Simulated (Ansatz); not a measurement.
# Squeezing and shearing glassy 66SiO2-6Al2O3-14Na2O-14Li2O (mol %) (109 atoms): runs compared

Aim: relax glassy 66SiO2-6Al2O3-14Na2O-14Li2O (mol %) (109 atoms), then change its volume and shape to read moduli from the stress.

Computed with Ansatz 0.2.0: Kohn-Sham DFT, r2SCAN, PAW (set soft_2), plane waves.

## Step 1: The cell as built

The cell holds 109 atoms: 23 Si, 4 Al, 10 Na, 10 Li and 62 O. Its edges and angles: a = 11.072 Å, b = 11.072 Å, c = 11.072 Å, α = 90.0°, β = 90.0°, γ = 90.0°. 109 atoms (23 Si, 4 Al, 10 Na, 10 Li, 62 O) placed at random at 2.41 g/cm³, melted at 4000 K for 10 ps at fixed volume with the Morse and Coulomb pair potential with partial charges (Pedone, Malavasi, Menziani, Cormack and Segre, J. Phys. Chem. B 110, 11780 (2006)). Quenched from 4000 K to 300 K at 50 K/ps and fixed volume, held 10 ps at zero pressure, then minimised at fixed cell.

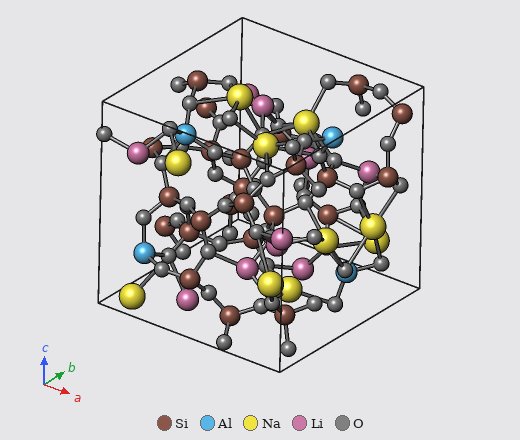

The cell as built. Bonds to atoms that aren't drawn are left out. Some periodic images of atoms are drawn too.

What the set-up can't give: The quench rate of 50 K/ps far exceeds what a furnace or splat quench reaches, so expect more defects and frozen-in strain than in a real sample. The starting topology of bonds comes from the classical model, and needn't be the one that DFT or experiment would give. The Brillouin zone is sampled at Γ only.

## Step 2: The reference run

The reference is a single point at the end of the relaxation.

Every strained cell starts from the geometry of this run, and its atoms are relaxed with the cell held.

Its input, with most atom lines left out:

```yaml
crystal:
  lattice:
    - [11.01338, -0.04889, -0.06192]
    - [-0.04889, 11.40338, -0.07253]
    - [-0.06192, -0.07253, 10.76511]
  atoms:
    - { symbol: Si, position: [0.01004, 0.4699, 0.185] }
    - { symbol: Si, position: [0.238, 0.33935, 0.27485] }
    - { symbol: Si, position: [0.60721, 0.15729, 0.06979] }
    - { symbol: Si, position: [0.6146, 0.44871, 0.47225] }
    - { symbol: Si, position: [0.24776, 0.70796, 0.37013] }
    - { symbol: Si, position: [0.97436, 0.88068, 0.90764] }
    - { symbol: Si, position: [0.33336, 0.83696, 0.62047] }
    [... atom lines 8 to 109 left out ...]
kpoints:
  mp_grid: { grid: [1, 1, 1] }
hamiltonian:
  xc: r2scan
scf:
  occupations: { method: fixed }
output:
  forces: true
  stress: true
  populations: true
  dos:
    method: { smearing: { sigma: 0.08 } }
    de: 0.1
    projected: { site_lists: { Al: [Al], Li: [Li], Na: [Na], O: [O], Si: [Si] } }
  eigenvalues: true
  write_density: true
  write_potential: true
  volumetric_format: npy
  elf: true
```

- free energy per atom: -634.7489 eV/atom
- r.m.s. force component: 0.00872 eV/Å
- pressure: -0.0144 GPa

Filled and empty levels are parted by 3.56 eV (at Γ alone); a semilocal functional tends to put such gaps too low. In a disordered cell it changes from sample to sample, and tail or defect levels can set it.

## Step 3: The runs

Each row is one run, on 4 threads of Arm Neoverse V1, shared host. The free energy is the program's total, comparable only between runs with the same functional, potentials and atoms.

```tsv
run	atoms	outcome	ionic steps, all passes	free energy (eV)	time	host memory (GiB)
Single point at the start	109	converged	-	-69181.965	46 s	3.5
Cell and atoms relaxed	109	converged	22	-69187.632	15 min	3.6
Single point at the relaxed geometry	109	converged	-	-69187.632	74 s	3.8
Volume -3 %	109	converged	13	-69187.526	9.8 min	3.7
Volume +3 %	109	converged	8	-69187.467	7.8 min	4.1
Volume -6 %	109	converged	14	-69187.000	11 min	3.7
Volume +6 %	109	converged	10	-69186.979	9.9 min	4.1
Volume -10 %	109	converged	30	-69185.769	23 min	3.4
Stretched by 1 % along x	109	converged	4	-69187.586	3.6 min	4.0
Compressed by 1 % along x	109	converged	4	-69187.582	3.3 min	3.7
Sheared by 2 % in xy	109	converged	17	-69187.679	15 min	3.8
```

In some runs the program notes that the SCF threshold is loose for the stress.

## Step 4: Pressure against volume

Atoms are relaxed at each volume, in the scaled cell.

```tsv
volume change (%)	volume (Å³/atom)	energy change (meV/atom)	pressure (GPa)	largest move on relaxing (Å)	bonds	gap (eV)
-10	11.162	17.09	4.68	0.87	202	4.30
-6	11.658	5.80	2.53	0.75	202	3.94
-3	12.030	0.97	1.53	1.12	198	3.67
+0	12.402	0.00	-0.01	-	194	3.56
+3	12.774	1.51	-1.35	0.27	190	3.43
+6	13.147	5.99	-2.56	0.63	185	3.35
```

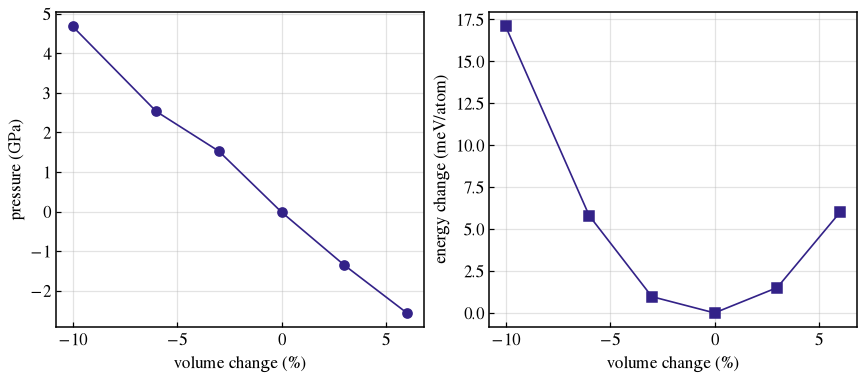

Pressure and energy against volume.

## Step 5: Uniaxial strain and shear

Stress (GPa, compression positive) less that of the relaxed cell, atoms relaxed:

```tsv
strain	xx	yy	zz	xy	energy change (meV/atom)
stretched by 1 % along x	-1.158	-0.447	-0.411	0.042	0.42
compressed by 1 % along x	1.256	0.523	0.454	-0.038	0.46
sheared by 2 % in xy	0.063	-0.278	0.123	-0.611	-0.43
```

## Step 6: Findings

The bulk modulus, from the slope of pressure against ln V over the three points nearest the relaxed volume, is 48.0 GPa; between neighbouring points the slope runs 49, 32, 51, 45 and 42 GPa from the smallest volume up, without a steady fall, so no pressure derivative is given. The count of bonds runs from 185 to 202 over the series, so at some points contacts cross the cutoffs. At -10 %, -6 %, -3 % and +6 % some atom moved by over 0.5 Å on relaxing, so those points may sit in another local minimum. The curvature of the energy over the same three points gives 35.6 GPa instead, so stress and energy disagree and the modulus is uncertain by that much. The gap goes from 4.30 eV at the smallest volume to 3.35 eV at the largest, -5.8 eV per unit of ln V by a straight line, on the run's k-points. The cell sheared by 2 % in xy ends below the relaxed cell in energy, so the reference wasn't the lowest nearby minimum and the moduli are doubtful. In the Cartesian axes of the cell, finite differences give C11 = 121, C12 = 48.5, C13 = 43.3 and C66 = 30.6 GPa (the shear of 2 % is the engineering strain, εxy = 0.01).

Caveats: Strains are finite and relaxations stop at the force tolerance of the input, which can leave moduli too stiff; they are those of a static cell at zero temperature. Volumes are changed with the cell's shape held, so in an anisotropic solid the modulus lies over the one under free hydrostatic load. The program notes that the SCF threshold of the relaxations is loose for the stress.

The DFT runs together took 1.7 h of wall time.

[Logs are printed without paths, hosts, clocks, repeated set-up lines and the standing remarks that a program may print on its own settings, such as how far it seeks lower states.]

[Hosts, paths, dates, database ids (printed as entryN), source tags and the programs' standing remarks are cut or masked in the printed files.]
